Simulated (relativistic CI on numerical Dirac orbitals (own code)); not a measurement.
# Fe⁴⁺: M2,3 absorption multiplets

Wanted: the shape of the M2,3 absorption spectrum of Fe⁴⁺ in 5 surroundings, from the same atomic integrals.

The numbers are computed with relativistic CI on numerical Dirac orbitals (own code) version 1 (Dirac-Coulomb-Breit CI, KLI orbitals optimised for each configuration, model QED (radiative potential, 1s self-energy scaled to tabulated hydrogen-like ionisation energies), valence Slater integrals scaled by 0.8, multiplet model of core-to-valence dipole absorption), except any that are marked as measured or tabulated.

### Step 1. The atom as given

| Quantity | Value |
| --- | --- |
| ion | Fe⁴⁺ (Fe V) |
| nuclear charge | 26 |
| electrons | 22 |
| configurations | [Ar] 3d4 → [Ne] 3s2 3p5 3d5 |
| magnetising field for the dichroism, Lz and Sz | exchange field 10 meV on Sz; these come from the lowest magnetised state alone (0 K) |
| temperature of the isotropic spectrum | 80 K |
| widths | Lorentz 0.8 eV, Gauss 0.3 eV |
| surrounding 1 | free ion |
| surrounding 2 | D4h, 10Dq = 13550, Ds = -1500, Dt = -210 cm⁻¹ |
| surrounding 3 | D4h, 10Dq = 13550, Ds = -860, Dt = -210 cm⁻¹ |
| surrounding 4 | D4h, 10Dq = 13550, Ds = -210, Dt = -210 cm⁻¹ |
| surrounding 5 | D4h, 10Dq = 13550, Ds = 430, Dt = -210 cm⁻¹ |

### Step 2. Surrounding 1: free ion

The run's settings:

```ini
atom Fe  Z=26  charge=4  electrons=22
nucleus A=56  rms_radius_fm=3.7377
hamiltonian dirac-coulomb  breit=on  qed=on  c_scale=1
orbitals kli  potential=per-configuration
slater_scale 0.8
correlation none
mixing on
configurations
  [Ar] 3d4
  [Ne] 3s2 3p5 3d5
end
absorption M2,3 T=80 lorentz=0.8 gauss=0.3
crystal_field free
```

### Step 3. Surrounding 2: D4h, 10Dq = 13550, Ds = -1500, Dt = -210

Changes to the settings of step 2:

```diff
@@ -12,2 +12,2 @@
 absorption M2,3 T=80 lorentz=0.8 gauss=0.3
-crystal_field free
+crystal_field D4h 10Dq=13550 Ds=-1500 Dt=-210
```

### Step 4. Surrounding 3: D4h, 10Dq = 13550, Ds = -860, Dt = -210

Changes to the settings of step 3:

```diff
@@ -12,2 +12,2 @@
 absorption M2,3 T=80 lorentz=0.8 gauss=0.3
-crystal_field D4h 10Dq=13550 Ds=-1500 Dt=-210
+crystal_field D4h 10Dq=13550 Ds=-860 Dt=-210
```

### Step 5. Surrounding 4: D4h, 10Dq = 13550, Ds = -210, Dt = -210

Changes to the settings of step 4:

```diff
@@ -12,2 +12,2 @@
 absorption M2,3 T=80 lorentz=0.8 gauss=0.3
-crystal_field D4h 10Dq=13550 Ds=-860 Dt=-210
+crystal_field D4h 10Dq=13550 Ds=-210 Dt=-210
```

### Step 6. Surrounding 5: D4h, 10Dq = 13550, Ds = 430, Dt = -210

Changes to the settings of step 5:

```diff
@@ -12,2 +12,2 @@
 absorption M2,3 T=80 lorentz=0.8 gauss=0.3
-crystal_field D4h 10Dq=13550 Ds=-210 Dt=-210
+crystal_field D4h 10Dq=13550 Ds=430 Dt=-210
```

(Steps that only read results are left out.)

Before running it: what results should come out? Wanted: highest peak, first run; ground spin; core spin-orbit splitting.

**Answer**, as computed:

| surrounding | ground S | Lz (0 K) | Sz (0 K) | centroid (eV) | share of the lower edge | up to four highest peaks (% of the highest), eV |
| --- | --- | --- | --- | --- | --- | --- |
| 1: free | 2.00 | 1.37 | -1.37 | 63.88 | - | 59.0 (12), 60.8 (100), 62.1 (89), 69.7 (82) |
| 2: D4h | 2.00 | 0.00 | -2.00 | 64.25 | - | 61.6 (100), 64.5 (9), 71.6 (54) |
| 3: D4h | 2.00 | 0.00 | -2.00 | 64.22 | - | 59.5 (15), 61.6 (100), 64.2 (11), 71.5 (55) |
| 4: D4h | 2.00 | 0.00 | -2.00 | 64.19 | - | 59.1 (14), 61.6 (100), 63.9 (14), 71.4 (57) |
| 5: D4h | 2.00 | 0.14 | -1.99 | 64.18 | - | 59.0 (15), 61.6 (100), 63.9 (15), 71.3 (57) |

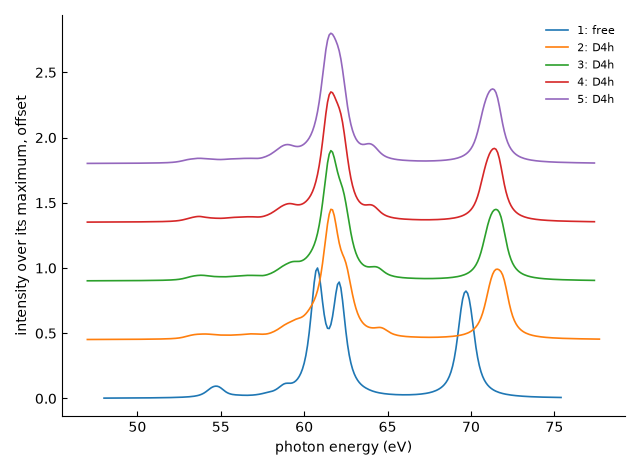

The spectra, each scaled to its maximum and offset.

| quantity | value |
| --- | --- |
| highest peak, first run | 60.8 eV |
| ground spin (effective S from ⟨S²⟩) | 2.00 |
| core spin-orbit splitting (without Breit) | 1.62 eV |

What this shows: The position of the maximum differs by up to 0.8 eV between the surroundings, by shifts of peaks or by peaks exchanging rank. Edge positions are free-ion values and differ from those in solids by a few eV or more.
